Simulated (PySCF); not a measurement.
**ISF3: structure of the singlet**

Where does singlet ISF3 go from a see-saw (ligand arrangement 1) start, is the end point a minimum, and what are its modes, charges and moments?

Program: PySCF 2.14.0. Level of theory: PBE0, basis I def2-SVP with ECP28, S def2-SVP, F def2-SVP, scalar-relativistic core potentials, no spin–orbit coupling, density fitting. These are calculated values, not measurements.

## Step 1: Where the work starts

5 atoms, charge 0, spin multiplicity 1.

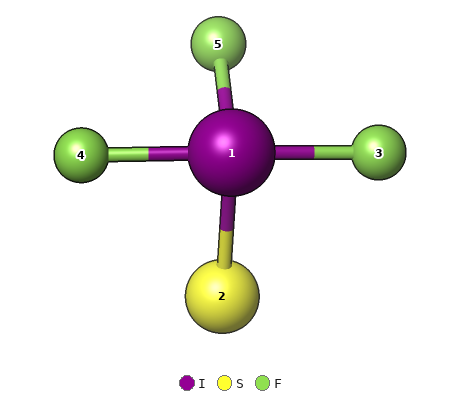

The starting geometry (iodine purple, sulfur yellow, fluorine green); atoms are numbered from 1 in the order of the file.

Z-matrix (Å, degrees; charge 0 multiplicity 1):
```
I
S  1 2.2300
F  1 1.9700 2 86.92
F  1 1.9700 2 86.92 3 172.11
F  1 1.9700 2 104.00 3 86.06
```

## Step 2: The SCF at the typed geometry

The steps below are one call of a driver around PySCF. For each, scf.py gives the equivalent set-up of the SCF; relaxations use the driver's own optimiser. After this first run the driver tries any further starts and a stability analysis.

scf.py reads:

```python
from pyscf import gto, scf, dft
mol = gto.M(atom='''
I      0.000000     0.000000     0.000000
S     -1.757300     0.000000     1.372900
F      0.000000     1.962500     0.171700
F     -0.000000    -1.962500     0.171700
F      1.552400     0.000000     1.212900''',
    basis={'I': 'def2-SVP', 'S': 'def2-SVP', 'F': 'def2-SVP'},
    ecp={'I': 'def2-SVP'},
    charge=0, spin=0)
mf = dft.RKS(mol, xc='PBE0')
mf.grids.atom_grid = (50, 194)
aux = {'I': 'def2-universal-JKFIT', 'S': 'def2-universal-JKFIT', 'F': 'def2-universal-JKFIT'}
mf = mf.density_fit(auxbasis=aux)
mf.conv_tol = 1e-08
mf.diis_space = 10
mf.max_cycle = 60
mf.init_guess = 'minao'
mf.verbose = 4
mf.kernel()
```

Started as:

```console
$ OMP_NUM_THREADS=2 python axn.py task.json out
```

Standard output (excerpt; [...] marks lines left out):

```text
[... the frontier levels of the middle cycles are left out ...]
init E= -963.563249058629
  HOMO = -0.824612024724047  LUMO = -0.692400440291531  gap/eV = 3.59766
cycle= 1 E= -989.730899633463  delta_E= -26.2  |g|= 3.79  |ddm|= 9.19
  HOMO = 0.0946407710055855  LUMO = 0.101266846075416  gap/eV = 0.18030
cycle= 2 E= -911.267291417644  delta_E= 78.5  |g|= 12.6  |ddm|= 20.2
  HOMO = -0.101396709223899  LUMO = 0.104081168795037  gap/eV = 5.59134
cycle= 3 E= -992.64466416462  delta_E= -81.4  |g|= 2.64  |ddm|= 18.3
cycle= 4 E= -993.803342988115  delta_E= -1.16  |g|= 1.87  |ddm|= 4.14
cycle= 5 E= -994.442648095421  delta_E= -0.639  |g|= 0.395  |ddm|= 1.65
cycle= 6 E= -994.449269899015  delta_E= -0.00662  |g|= 0.398  |ddm|= 0.595
cycle= 7 E= -994.474728881636  delta_E= -0.0255  |g|= 0.0934  |ddm|= 0.342
cycle= 8 E= -994.477624649968  delta_E= -0.0029  |g|= 0.0123  |ddm|= 0.143
cycle= 9 E= -994.477671381623  delta_E= -4.67e-05  |g|= 0.00294  |ddm|= 0.0208
cycle= 10 E= -994.477673678605  delta_E= -2.3e-06  |g|= 0.00124  |ddm|= 0.0057
cycle= 11 E= -994.477674207989  delta_E= -5.29e-07  |g|= 0.000174  |ddm|= 0.00156
cycle= 12 E= -994.47767422173  delta_E= -1.37e-08  |g|= 2.17e-05  |ddm|= 0.000368
cycle= 13 E= -994.477674221927  delta_E= -1.97e-10  |g|= 6.64e-06  |ddm|= 4.76e-05
  HOMO = -0.293485882774404  LUMO = -0.158512734878336  gap/eV = 3.67281
Extra cycle  E= -994.477674221847  delta_E= 8e-11  |g|= 1.63e-05  |ddm|= 3.11e-05
converged SCF energy = -994.477674221847
```

This step, with its further starts and checks, ran for 5.5 s (2 threads of Arm Neoverse V2, shared host).

No lower closed-shell solution turned up in the test of internal stability.

## Step 3: Relaxation: see-saw (ligand arrangement 1) start, singlet

The program finds Cs symmetry in the start, which this walk keeps. The walk stops when the largest gradient is under 0.0003 Eh/bohr and the energy has settled too.

scf.py, as its differences from that of step 2:

```diff
@@ -3,5 +3,5 @@
-I      0.000000     0.000000     0.000000
-S     -1.757300     0.000000     1.372900
-F      0.000000     1.962500     0.171700
-F     -0.000000    -1.962500     0.171700
-F      1.552400     0.000000     1.212900''',
+I      0.123645     0.000000    -0.340302
+S     -1.633655     0.000000     1.032598
+F      0.123645     1.962500    -0.168602
+F      0.123645    -1.962500    -0.168602
+F      1.676045     0.000000     0.872598''',
@@ -18 +17,0 @@
-mf.init_guess = 'minao'
```

The optimiser's trace:

```csv
step,energy (Eh),change (kJ/mol),largest symmetric gradient (Eh/bohr)
0,-994.477674,0.00,0.04256
1,-994.485354,-20.16,0.00633
2,-994.486495,-23.16,0.00178
3,-994.486731,-23.78,0.00054
4,-994.486734,-23.79,0.00008
5,-994.486735,-23.79,0.00005
```

The walk took 13 s.

Positions (Å) and forces (eV/Å) along the way:

```
step 0
I    0.124   0.000  -0.340  -0.881   0.000   2.189
S   -1.634   0.000   1.033   0.260   0.000  -0.607
F    0.124   1.962  -0.169   0.528  -0.267  -0.477
F    0.124  -1.962  -0.169   0.528   0.267  -0.477
F    1.676   0.000   0.873  -0.436   0.000  -0.628
step 1
I    0.071   0.000  -0.245  -0.324   0.000   0.037
S   -1.693   0.000   1.044  -0.131   0.000   0.088
F    0.182   1.955  -0.207   0.263   0.002  -0.054
F    0.182  -1.955  -0.207   0.263  -0.002  -0.054
F    1.671   0.000   0.842  -0.070   0.000  -0.018
step 3
I    0.009   0.000  -0.243  -0.026   0.000  -0.005
S   -1.729   0.000   1.084   0.013   0.000  -0.006
F    0.259   1.944  -0.218   0.004  -0.017  -0.005
F    0.259  -1.944  -0.218   0.004   0.017  -0.005
F    1.615   0.000   0.823   0.006   0.000   0.021
step 5
I    0.008   0.000  -0.244   0.004   0.000   0.000
S   -1.726   0.000   1.088  -0.003   0.000  -0.005
F    0.261   1.942  -0.222   0.001   0.003   0.000
F    0.261  -1.942  -0.222   0.001  -0.003   0.000
F    1.610   0.000   0.828  -0.003   0.000   0.006
```

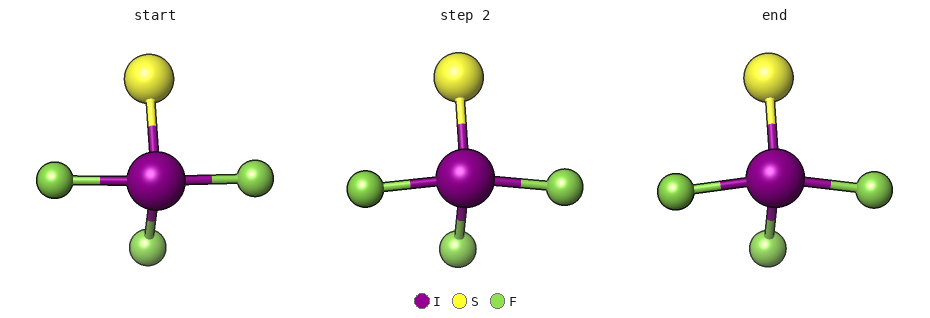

The geometry along the walk, at one scale.

End point (Cs, 5 steps, 23.8 kJ/mol gained): I–F 1.928 Å, I–F 1.959 Å (×2), I–S 2.186 Å; F–I–F 83.5° (×2), F–I–F 165.1°, F–I–S 95.5° (×2), F–I–S 108.7°.

## Step 4: Is it a minimum? Harmonic modes

The point is checked on the finer grid, and tightened if its gradient asks for it. The Hessian and the dipole derivatives come from central differences of analytic gradients, with steps of 0.02 bohr.

scf.py, as its differences from that of step 3:

```diff
@@ -3,5 +3,5 @@
-I      0.123645     0.000000    -0.340302
-S     -1.633655     0.000000     1.032598
-F      0.123645     1.962500    -0.168602
-F      0.123645    -1.962500    -0.168602
-F      1.676045     0.000000     0.872598''',
+I      0.073222     0.000000    -0.296363
+S     -1.663521     0.000000     1.032220
+F      0.321486     1.942958    -0.269575
+F      0.321486    -1.942958    -0.269575
+F      1.678267     0.000000     0.773652''',
@@ -12 +12 @@
-mf.grids.atom_grid = (50, 194)
+mf.grids.atom_grid = (75, 302)
@@ -15 +15 @@
-mf.conv_tol = 1e-08
+mf.conv_tol = 1e-10
```

The driver hands on the density of the step before, so the log starts near convergence.

Log of the central SCF (cycles and frontier levels):

```text
init E= -994.486779505469
  HOMO = -0.312841233350035  LUMO = -0.142952951488127  gap/eV = 4.62290
cycle= 1 E= -994.486779505443  delta_E= 2.59e-11  |g|= 1.48e-05  |ddm|= 1.65e-05
  HOMO = -0.312840622658502  LUMO = -0.142952214198623  gap/eV = 4.62290
cycle= 2 E= -994.486779505346  delta_E= 9.75e-11  |g|= 2.74e-05  |ddm|= 3.09e-05
  HOMO = -0.312841102528817  LUMO = -0.142952649275735  gap/eV = 4.62290
cycle= 3 E= -994.486779505483  delta_E= -1.38e-10  |g|= 9.01e-07  |ddm|= 2.06e-05
  HOMO = -0.31284103472824  LUMO = -0.142952679172545  gap/eV = 4.62290
cycle= 4 E= -994.486779505482  delta_E= 6.82e-13  |g|= 1.37e-07  |ddm|= 1.32e-06
  HOMO = -0.312841064113182  LUMO = -0.142952666568647  gap/eV = 4.62290
Extra cycle  E= -994.486779505483  delta_E= -6.82e-13  |g|= 3.2e-07  |ddm|= 5.09e-07
converged SCF energy = -994.486779505483
```

The whole step took 70 s.

Geometry: Cs; I–F 1.929 Å, I–F 1.959 Å (×2), I–S 2.187 Å; F–I–F 83.5° (×2), F–I–F 165.4°, F–I–S 95.3° (×2), F–I–S 108.9°.

Harmonic modes (main isotopes):

| symmetry | ω (cm⁻¹) | IR (km/mol) | μ (u) | type |
| --- | --- | --- | --- | --- |
| a' | 126 | 0.4 | 20.34 | bend |
| a' | 182 | 10.9 | 21.89 | bend |
| a'' | 207 | 0.8 | 24.90 | bend |
| a' | 231 | 27.6 | 26.53 | bend |
| a'' | 261 | 4.0 | 19.82 | bend |
| a' | 503 | 27.2 | 36.05 | stretch |
| a' | 570 | 1.9 | 19.37 | stretch |
| a' | 614 | 98.9 | 21.78 | stretch |
| a'' | 629 | 200 | 23.82 | stretch |

No imaginary mode, so this is a minimum.

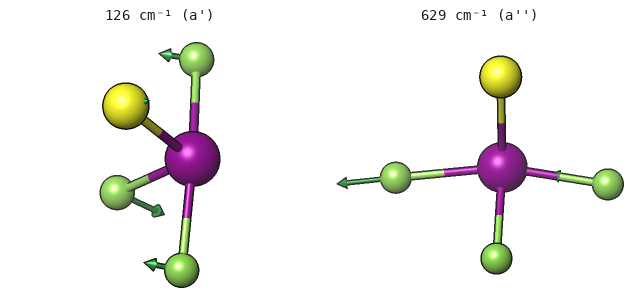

How the atoms move in 2 of the modes.

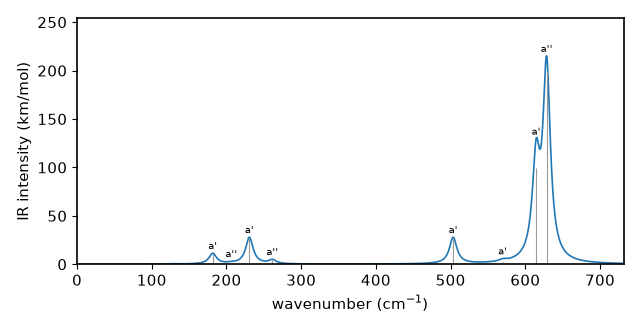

The harmonic infrared spectrum (widths in cm⁻¹). Lines are broadened to a width of 12 cm⁻¹ (Lorentzian).

Properties at this point:

- Dipole moment: 2.44 D
- Highest occupied level: -8.51 eV
- Lowest empty level: -3.89 eV
- Rotational constants: 0.08888, 0.08186, 0.05561 cm⁻¹
- Zero-point energy: 19.9 kJ/mol
- Principal polarisabilities: 30.9, 43.8, 65.6 bohr³
- Atomisation energy without zero-point energy: 833 kJ/mol
- Principal traceless quadrupole moments about the centre of mass: -10.48, 1.96, 8.52 D Å
- Entropy at 298.15 K and 1 bar: 346.1 J/(mol K)
- Heat capacity Cp at 298.15 K: 89.6 J/(mol K)
- Enthalpy at 298.15 K above 0 K: 19.12 kJ/mol
- Rotational symmetry number: 1

Charges (e) and bond orders:

```
atom  Mulliken  Löwdin  polar tensor  Mayer order to I1
  I1      1.46    1.35          2.12                  –
  S2     -0.23   -0.21         -0.32               1.71
F3,4     -0.43   -0.40         -0.62               0.74
  F5     -0.37   -0.34         -0.55               0.76
```

Mulliken populations on I1 (outside its core potential): s 3.86, p 9.13, d 10.55.

## Step 5: Fields at the lowest minimum

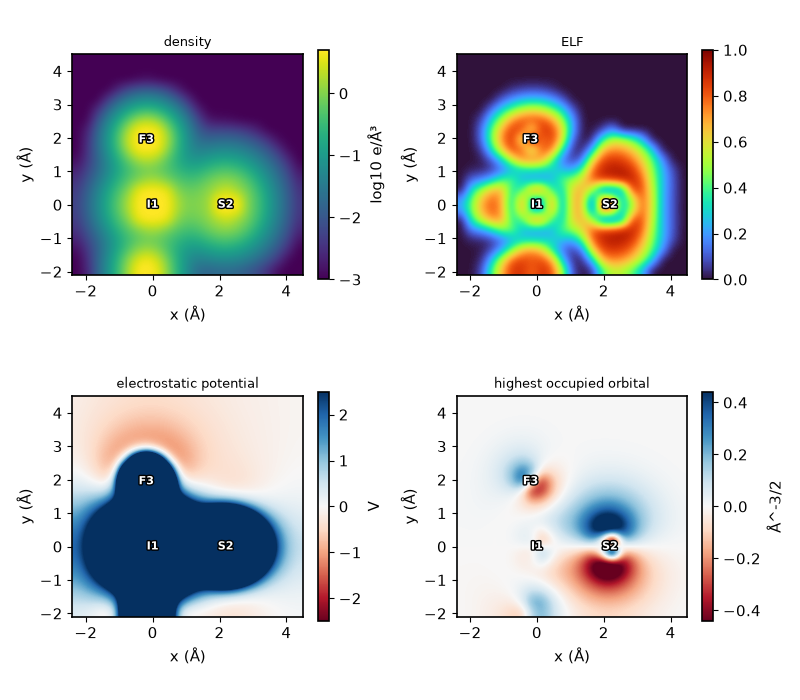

The plane holds I1 at (0.00, 0.00), S2 at (2.19, 0.00), F3 at (-0.18, 1.95) Å. ELF is set to 0 where the density is under 0.005 e/Å³; an orbital's overall sign is arbitrary. The potential's colours end at ±2.5 V. Electrons inside core potentials are absent.

Values on the line from I1 (at 0) through S2 (at 2.187 Å):

```csv
distance (Å),density (e/Å³),ELF,electrostatic potential (V)
-0.77,1.66,0.283,49.2
0.87,1.17,0.33,35.9
1.09,0.93,0.68,22
1.31,0.984,0.706,23.6
1.53,1.14,0.305,43.8
1.75,2.76,0.118,104
1.97,51.2,0.862,367
2.30,164,0.332,1.16e+03
2.51,11.4,0.663,176
2.73,1.34,0.115,63.8
2.95,0.773,0.726,26.7
3.17,0.385,0.795,11.9
3.39,0.167,0.647,5.72
```

Making the fields took 0.9 s.

## Step 6: Results

```
                                 quantity                                                                                                       value
                                  minimum                                                                                                 singlet, Cs
                                 geometry  I–F 1.929 Å, I–F 1.959 Å (×2), I–S 2.187 Å; F–I–F 83.5° (×2), F–I–F 165.4°, F–I–S 95.3° (×2), F–I–S 108.9°
                       wavenumbers (cm⁻¹)                 126 (a'), 182 (a'), 207 (a''), 231 (a'), 261 (a''), 503 (a'), 570 (a'), 614 (a'), 629 (a'')
                            dipole moment                                                                                                      2.44 D
     highest occupied, lowest empty level                                                                                             -8.51, -3.89 eV
                polar-tensor charge of I1                                                                                                     +2.12 e
                        zero-point energy                                                                                                 19.9 kJ/mol
                      entropy at 298.15 K                                                                                             346.1 J/(mol K)
atomisation energy (no zero-point energy)                                                                                                  833 kJ/mol
```

**Reading.** The see-saw (ligand arrangement 1) start keeps its Cs symmetry and ends in a minimum. The strongest infrared band lies at 629 cm⁻¹ (a'', stretch). Other starts or spin states, not run here, may lie lower. Spin–orbit coupling is left out.

The search up to here ran for 89 s (2 threads of Arm Neoverse V2, shared host).
